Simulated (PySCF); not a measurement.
# 1-fluorobutane: NMR shifts and spin-spin couplings

Aim: predict the NMR shifts and spin-spin couplings of 1-fluorobutane (`CCCCF`).

Computed with PySCF 2.14.0, with density-fitted response routines of our own, on a single molecule in the gas phase. Atoms count from 0, in the outputs and in this text.

## (1) The starting structure

14 atoms, charge 0, multiplicity 1; geometry from: GFN2-xTB, dihedral held. The dihedral C0–C1–C2–C3 is held at 210°.

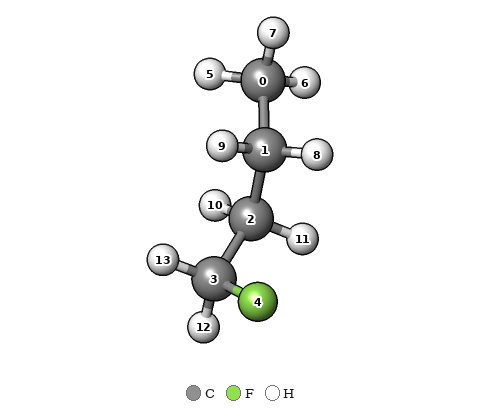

The starting geometry (carbon grey, fluorine green, hydrogen white), atoms numbered; sticks join atoms by distance.

## (2) NMR shieldings: PBE0/pcSseg-1

Job settings and geometry (Å):

```
{"job": {"kind": "nmr", "xc": "PBE0", "basis": "pcSseg-1", "pop": false}, "charge": 0, "multiplicity": 1}
C     -1.951321    -0.035425    -0.089198
C     -0.551519    -0.203439     0.488694
C      0.537089     0.184970    -0.518245
C      1.822564    -0.601052    -0.311127
F      2.367345    -0.331953     0.923340
H     -2.081945    -0.670838    -0.962592
H     -2.124053     0.996761    -0.387270
H     -2.701378    -0.308596     0.649339
H     -0.445090     0.394936     1.394004
H     -0.416199    -1.249871     0.773543
H      0.193759    -0.030230    -1.532536
H      0.749591     1.252691    -0.452509
H      2.583907    -0.330570    -1.050586
H      1.640243    -1.680359    -0.340562
```

Level: GIAO PBE0/pcSseg-1 NMR shielding, non-relativistic, gas phase.

Output:

```text
coarse grid: 11016 points
cycle   1  E = -257.2726530547  dE =  2.993e-01  |g| = 5.159e-01  |ddm| = 2.987e+00
cycle   2  E = -257.2473678474  dE =  2.529e-02  |g| = 6.728e-01  |ddm| = 8.272e-01
cycle   3  E = -257.3253291771  dE = -7.796e-02  |g| = 5.374e-02  |ddm| = 4.596e-01
cycle   4  E = -257.3257546352  dE = -4.255e-04  |g| = 2.592e-02  |ddm| = 4.773e-02
cycle   5  E = -257.3258974409  dE = -1.428e-04  |g| = 3.788e-03  |ddm| = 2.109e-02
cycle   6  E = -257.3259002216  dE = -2.781e-06  |g| = 1.279e-03  |ddm| = 3.603e-03
final grid: 104784 points
cycle   7  E = -257.3630768192  dE = -3.784e-05  |g| = 8.974e-03  |ddm| = 2.452e-02
cycle   8  E = -257.3630676491  dE =  9.170e-06  |g| = 1.133e-02  |ddm| = 1.485e-02
cycle   9  E = -257.3630959419  dE = -2.829e-05  |g| = 8.922e-04  |ddm| = 8.139e-03
cycle  10  E = -257.3630960633  dE = -1.214e-07  |g| = 2.197e-04  |ddm| = 7.208e-04
cycle  11  E = -257.3630960707  dE = -7.412e-09  |g| = 4.596e-05  |ddm| = 1.499e-04
cycle  12  E = -257.3630960712  dE = -4.482e-10  |g| = 1.502e-05  |ddm| = 4.397e-05
converged SCF energy = -257.3630960712

GIAO shielding tensors (ppm)
atom      isotropic    diamagn.    paramagn.     s11        s22        s33       span
  0 C      168.983     246.683     -77.700    153.224    167.435    186.292     33.067
  1 C      161.397     247.114     -85.717    145.219    165.609    173.362     28.143
  2 C      149.799     248.997     -99.198    128.589    153.124    167.686     39.098
  3 C       97.450     240.551    -143.101     63.584     85.400    143.366     79.782
  4 F      419.127     473.998     -54.871    376.317    425.483    455.579     79.262
  5 H       30.910      29.995       0.914     26.979     29.137     36.613      9.633
  6 H       30.681      29.755       0.926     26.626     28.792     36.626     10.000
  7 H       30.439      28.632       1.808     25.760     27.711     37.847     12.087
  8 H       29.769      31.283      -1.514     25.010     29.426     34.871      9.861
  9 H       30.441      31.856      -1.416     25.315     30.620     35.388     10.073
 10 H       30.966      32.110      -1.144     26.486     30.947     35.466      8.980
 11 H       29.552      31.193      -1.641     26.172     28.183     34.301      8.129
 12 H       26.760      27.724      -0.965     22.189     27.206     30.884      8.695
 13 H       27.141      29.013      -1.872     22.749     27.659     31.015      8.267
```

Run time: 9.2 s. Hardware: 1 thread, shared host.

Shifts follow as δ = σ(reference) − σ, with reference shieldings (ppm) from runs at the same level and on the same kind of geometry: ¹H TMS 31.72, ¹³C TMS 186.9, ¹⁹F CFCl3 170.9. The references are single molecules in the gas phase, so shifts against H2O, NH3, PH3, H3PO4 or CFCl3 are not on the usual liquid scales and can be off by tens of ppm. Each atom is listed at this fixed geometry, with no averaging over motion; a spectrum would average atoms that exchange fast.

| atoms | environment | σ (ppm) | δ (ppm) |
| --- | --- | --- | --- |
| C3 | sp3 CH2 bonded to F | 97.4 | 89.5 |
| C2 | sp3 CH2 | 149.8 | 37.1 |
| C1 | sp3 CH2 | 161.4 | 25.5 |
| C0 | methyl carbon | 169.0 | 17.9 |
| H12 | hydrogen on an sp3 CH2 bonded to F | 26.76 | 4.96 |
| H13 | hydrogen on an sp3 CH2 bonded to F | 27.14 | 4.58 |
| H11 | hydrogen on an sp3 CH2 | 29.55 | 2.17 |
| H8 | hydrogen on an sp3 CH2 | 29.77 | 1.95 |
| H7 | hydrogen on a methyl carbon | 30.44 | 1.28 |
| H9 | hydrogen on an sp3 CH2 | 30.44 | 1.28 |
| H6 | hydrogen on a methyl carbon | 30.68 | 1.04 |
| H5 | hydrogen on a methyl carbon | 30.91 | 0.81 |
| H10 | hydrogen on an sp3 CH2 | 30.97 | 0.75 |
| F4 | fluorine on an sp3 carbon | 419.1 | -248.2 |

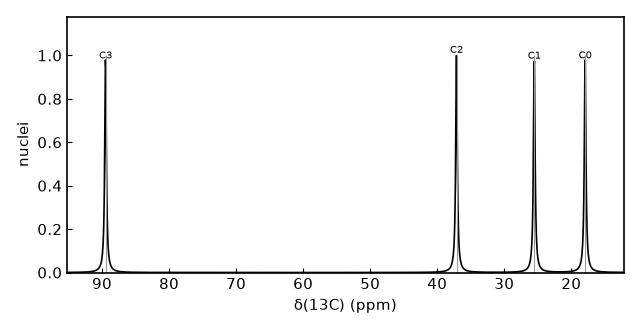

¹³C lines at the computed shifts, without couplings. Lines are broadened to a width of 0.29 ppm (Lorentzian).

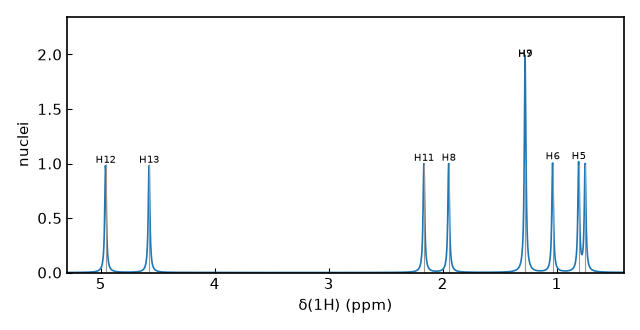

¹H lines at the computed shifts, without couplings. Lines are broadened to a width of 0.02 ppm (Lorentzian).

## (3) Spin-spin couplings: B3LYP/pcJ-1

Settings changed since step 2:

```diff
@@ -1,2 +1,2 @@
-{"job": {"kind": "nmr", "xc": "PBE0", "basis": "pcSseg-1", "pop": false}, "charge": 0, "multiplicity": 1}
+{"job": {"kind": "j", "xc": "B3LYP", "basis": "pcJ-1"}, "charge": 0, "multiplicity": 1}
 C     -1.951321    -0.035425    -0.089198
```

With the program's defaults for keys left out, this is: B3LYP/pcJ-1 indirect spin-spin coupling, non-relativistic, gas phase.

Output:

```text
coarse grid: 11016 points
cycle   1  E = -257.5920456424  dE =  2.383e-01  |g| = 5.804e-01  |ddm| = 2.653e+00
cycle   2  E = -257.5451754548  dE =  4.687e-02  |g| = 8.043e-01  |ddm| = 9.891e-01
cycle   3  E = -257.6577420062  dE = -1.126e-01  |g| = 6.851e-02  |ddm| = 5.709e-01
cycle   4  E = -257.6582914331  dE = -5.494e-04  |g| = 3.972e-02  |ddm| = 6.200e-02
cycle   5  E = -257.6586100546  dE = -3.186e-04  |g| = 5.392e-03  |ddm| = 2.974e-02
cycle   6  E = -257.6586153507  dE = -5.296e-06  |g| = 1.800e-03  |ddm| = 4.954e-03
final grid: 104784 points
cycle   7  E = -257.7026495481  dE = -1.200e-04  |g| = 8.593e-03  |ddm| = 2.289e-02
cycle   8  E = -257.7026365620  dE =  1.299e-05  |g| = 1.195e-02  |ddm| = 1.375e-02
cycle   9  E = -257.7026648556  dE = -2.829e-05  |g| = 8.084e-04  |ddm| = 8.129e-03
cycle  10  E = -257.7026649069  dE = -5.132e-08  |g| = 5.639e-04  |ddm| = 8.795e-04
cycle  11  E = -257.7026649631  dE = -5.621e-08  |g| = 4.042e-05  |ddm| = 3.558e-04
cycle  12  E = -257.7026649634  dE = -3.138e-10  |g| = 1.546e-05  |ddm| = 4.071e-05
converged SCF energy = -257.7026649634

Indirect spin-spin couplings (Hz)
  i      j    bonds     total        FC       PSO       DSO        SD
  0 C    1 C    1     33.890    33.911    -0.192     0.171         -
  0 C    2 C    2     -0.167     0.040    -0.216     0.009         -
  0 C    3 C    3      4.822     4.828     0.042    -0.048         -
  0 C    4 F    4     -0.182    -0.209     0.299    -0.212    -0.060
  0 C    5 H    1    132.677   130.845     1.218     0.614         -
  0 C    6 H    1    130.854   129.018     1.229     0.607         -
  0 C    7 H    1    130.842   129.021     1.243     0.578         -
  0 C    8 H    2     -2.995    -3.004     0.231    -0.222         -
  0 C    9 H    2     -3.904    -3.879     0.161    -0.186         -
  0 C   10 H    3      7.744     7.714    -0.103     0.134         -
  0 C   11 H    3      0.140     0.174     0.112    -0.146         -
  0 C   12 H    4      0.368     0.368     0.283    -0.283         -
  0 C   13 H    4     -0.244    -0.237     0.126    -0.133         -
  1 C    2 C    1     34.848    34.911    -0.279     0.217         -
  1 C    3 C    2     -1.461    -1.276    -0.214     0.029         -
  1 C    4 F    3      1.743     1.951    -0.236     0.029    -0.001
  1 C    5 H    2     -3.904    -3.936     0.218    -0.186         -
  1 C    6 H    2     -4.178    -4.228     0.240    -0.190         -
  1 C    7 H    2     -2.981    -3.004     0.223    -0.200         -
  1 C    8 H    1    136.761   135.058     0.841     0.861         -
  1 C    9 H    1    130.795   129.007     0.891     0.896         -
  1 C   10 H    2     -4.211    -4.284     0.186    -0.113         -
  1 C   11 H    2     -1.996    -2.004     0.118    -0.111         -
  1 C   12 H    3      9.096     9.142     0.382    -0.429         -
  1 C   13 H    3      4.490     4.481    -0.060     0.069         -
  2 C    3 C    1     37.867    38.661    -1.032     0.238         -
  2 C    4 F    2     19.415    17.899    -0.132    -0.059     1.707
  2 C    5 H    3      3.006     3.028    -0.056     0.033         -
  2 C    6 H    3      2.867     2.872    -0.054     0.049         -
  2 C    7 H    3     12.479    12.513     0.377    -0.410         -
  2 C    8 H    2     -3.355    -3.340     0.075    -0.090         -
  2 C    9 H    2     -3.395    -3.441     0.124    -0.078         -
  2 C   10 H    1    128.387   126.522     0.952     0.914         -
  2 C   11 H    1    136.347   134.606     0.827     0.914         -
  2 C   12 H    2     -0.051     0.100    -0.005    -0.147         -
  2 C   13 H    2     -0.397    -0.277     0.006    -0.127         -
  3 C    4 F    1   -224.059  -275.158    28.133     0.670    22.296
  3 C    6 H    4     -0.271    -0.269     0.218    -0.221         -
  3 C    7 H    4      1.012     1.024     0.245    -0.257         -
  3 C    8 H    3      0.164     0.223     0.072    -0.131         -
  3 C    9 H    3      6.979     7.057    -0.316     0.238         -
  3 C   10 H    2      1.912     1.934    -0.035     0.013         -
  3 C   11 H    2     -6.406    -6.262    -0.078    -0.065         -
  3 C   12 H    1    150.776   150.105    -0.310     0.982         -
  3 C   13 H    1    153.755   153.124    -0.388     1.019         -
  4 F    5 H    5      0.645     0.540     1.060    -0.871    -0.084
  4 F    8 H    4     -0.260     0.012    -0.642     0.449    -0.079
  4 F    9 H    4      1.251     0.540     0.842     0.217    -0.349
  4 F   10 H    3     47.935    49.570     0.612    -2.052    -0.195
  4 F   11 H    3     11.679    10.136     2.085    -0.236    -0.306
  4 F   12 H    2     53.027    47.422    10.379    -1.279    -3.495
  4 F   13 H    2     53.964    47.992    10.605    -1.208    -3.425
  5 H    6 H    2    -12.718   -12.815     2.790    -2.692         -
  5 H    7 H    2    -13.237   -13.320     2.853    -2.771         -
  5 H    8 H    3     15.243    15.347     2.780    -2.883         -
  5 H    9 H    3      4.930     5.030     0.308    -0.407         -
  5 H   10 H    4     -0.340    -0.407    -1.531     1.598         -
  5 H   11 H    4     -0.322    -0.219     1.061    -1.164         -
  6 H    7 H    2    -13.609   -13.692     2.863    -2.780         -
  6 H    8 H    3      4.160     4.269     0.501    -0.610         -
  6 H    9 H    3     16.330    16.434     2.753    -2.856         -
  6 H   10 H    4     -0.286    -0.233    -0.355     0.302         -
  6 H   11 H    4     -0.319    -0.293    -0.590     0.563         -
  7 H    8 H    3      3.698     3.809     0.363    -0.474         -
  7 H    9 H    3      3.591     3.707     0.338    -0.454         -
  7 H   10 H    4      0.383     0.448     1.510    -1.575         -
  7 H   11 H    4     -0.649    -0.567     1.425    -1.506         -
  7 H   12 H    5      0.348     0.401     1.215    -1.269         -
  8 H    9 H    2    -13.737   -13.903     2.179    -2.012         -
  8 H   10 H    3     10.767    10.861     2.545    -2.639         -
  8 H   11 H    3      8.858     8.884    -0.378     0.353         -
  8 H   12 H    4     -0.403    -0.283     1.588    -1.707         -
  8 H   13 H    4     -0.335    -0.222     1.014    -1.127         -
  9 H   10 H    3      0.584     0.683     1.058    -1.157         -
  9 H   11 H    3     10.058    10.148     2.513    -2.602         -
  9 H   13 H    4     -0.326    -0.441    -1.869     1.984         -
 10 H   11 H    2    -14.376   -14.558     2.274    -2.092         -
 10 H   12 H    3      1.980     2.039     0.144    -0.203         -
 10 H   13 H    3      1.710     1.751     0.306    -0.347         -
 11 H   12 H    3      3.910     3.995     0.258    -0.343         -
 11 H   13 H    3     13.038    13.185     2.712    -2.860         -
 12 H   13 H    2     -8.701    -8.708     2.288    -2.281         -
```

Wall time 30 s (1 thread, shared host).

Couplings of 1 Hz or more, nine at most for each number of bonds (isotopes 13C, 19F, 1H):

| pair | bonds | J (Hz) | Fermi contact (Hz) | dihedral (°) |
| --- | --- | --- | --- | --- |
| C3–F4 | 1 | -224.1 | -275.2 | – |
| C3–H13 | 1 | 153.8 | 153.1 | – |
| C3–H12 | 1 | 150.8 | 150.1 | – |
| C1–H8 | 1 | 136.8 | 135.1 | – |
| C2–H11 | 1 | 136.3 | 134.6 | – |
| C0–H5 | 1 | 132.7 | 130.8 | – |
| C0–H6 | 1 | 130.9 | 129.0 | – |
| C0–H7 | 1 | 130.8 | 129.0 | – |
| C1–H9 | 1 | 130.8 | 129.0 | – |
| F4–H13 | 2 | 54.0 | 48.0 | – |
| F4–H12 | 2 | 53.0 | 47.4 | – |
| C2–F4 | 2 | 19.4 | 17.9 | – |
| H10–H11 | 2 | -14.4 | -14.6 | – |
| H8–H9 | 2 | -13.7 | -13.9 | – |
| H6–H7 | 2 | -13.6 | -13.7 | – |
| H5–H7 | 2 | -13.2 | -13.3 | – |
| H5–H6 | 2 | -12.7 | -12.8 | – |
| H12–H13 | 2 | -8.7 | -8.7 | – |
| F4–H10 | 3 | 47.9 | 49.6 | 177 |
| H6–H9 | 3 | 16.3 | 16.4 | -180 |
| H5–H8 | 3 | 15.2 | 15.3 | -177 |
| H11–H13 | 3 | 13.0 | 13.2 | 178 |
| C2–H7 | 3 | 12.5 | 12.5 | -179 |
| F4–H11 | 3 | 11.7 | 10.1 | 60 |
| H8–H10 | 3 | 10.8 | 10.9 | -154 |
| H9–H11 | 3 | 10.1 | 10.1 | -152 |
| C1–H12 | 3 | 9.1 | 9.1 | 179 |
| F4–H9 | 4 | 1.3 | 0.5 | – |
| C3–H7 | 4 | 1.0 | 1.0 | – |

The spin-dipole term was solved for some atoms only; pairs without it lack that part.

## (4) Summary of results

| quantity | value |
| --- | --- |
| ¹³C shifts against TMS (PBE0/pcSseg-1) | 89.5, 37.1, 25.5, 17.9 ppm |
| ¹H shifts against TMS (PBE0/pcSseg-1) | 4.96, 4.58, 2.17, 1.95, 1.28, 1.28, 1.04, 0.81, 0.75 ppm |
| ¹⁹F shifts against CFCl3 (PBE0/pcSseg-1) | -248.2 ppm |
| largest coupling of the table (B3LYP/pcJ-1) | ¹J(C,F) C3–F4, -224.1 Hz |

**Reading.** Shifts at one fixed geometry are not the observed spectrum, which averages over the motion. The geometry holds a dihedral fixed, so it need not be a minimum. In the run at B3LYP/pcJ-1, the largest coupling of the table is C3–F4, -224.1 Hz, of which the Fermi-contact term gives -275.2 Hz.
